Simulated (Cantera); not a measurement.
Input: 1 mol CHF3, 0.01 mol HCl, at 13.3 mbar.

Method: chemical equilibrium by Gibbs-energy minimisation in Cantera with the NASA 1993 tables (ideal gas, pure condensed phases). Candidate condensed phases: C, C6H6, C7H8, C8H18; 118 gas species. Gases not in the tables: C2F6 and larger saturated fluorocarbons. Equilibrium is a limit: real reactors are often held back by kinetics, nucleation or transport.

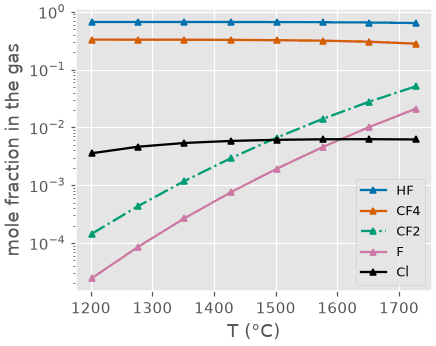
Equilibrium gas composition (values under 1e-9 drawn at 1e-9)

From 1202 °C to 1727 °C the condensed part is C(graphite). The main C-bearing gas is CF4 throughout.
